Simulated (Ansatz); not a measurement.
Consider Al₃BC (space group P6_3/mmc, No. 194; a = 3.485 Å, c = 11.499 Å; a cell from a computed database, its experimental status unchecked).

It is then changed as follows: a negative pressure, −1 GPa.

All numbers come from PBEsol (Ansatz, a first-principles code), spin-orbit coupling left out.

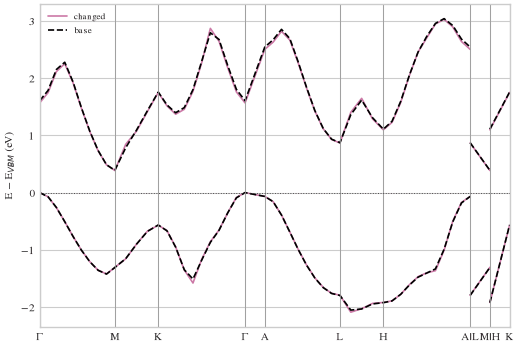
Figure: Highest valence and lowest conduction band along the path, each from its own valence-band maximum

Problem. Read the changed gap and its character from the plot.

Solution. About 0.4 eV, indirect, Γ → M.

Load acts through the strain it causes; cell and atoms are relaxed under it. Whether these cells are dynamically stable was not tested.
